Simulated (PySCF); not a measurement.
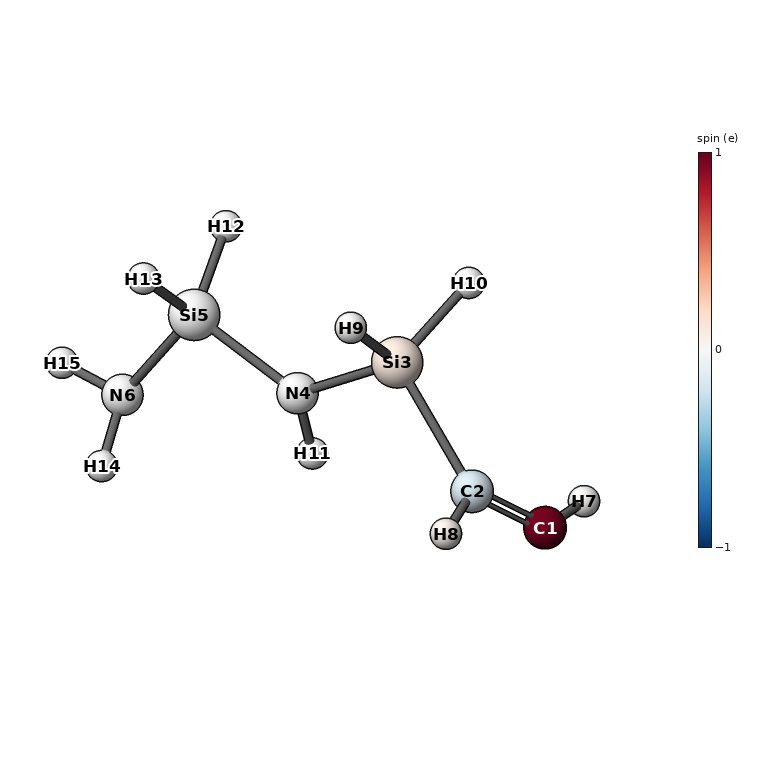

Atoms are coloured by their Mulliken spin populations. The species is neutral and a spin doublet. Computed geometry: GFN2-xTB optimisation. No frequency run is at hand to confirm it as a minimum. Method: UKS B3LYP, pcH-1 on C H N Si, non-relativistic (PySCF 2.14.0).

Give the Mulliken spin populations atom by atom.

```csv
atom,value (e)
C1,0.96
C2,−0.15
Si3,0.10
N4,0.00
Si5,0.00
N6,0.00
H7,0.01
H8,0.06
H9,0.01
H10,0.00
H11,0.00
H12,0.00
H13,0.00
H14,0.00
H15,0.00
```

Mulliken values depend strongly on the basis set. The geometry is semi-empirical. Around Si such bond lengths and angles can be off by a tenth of an ångström or more and by several degrees, and values that hang on the shape move with them.
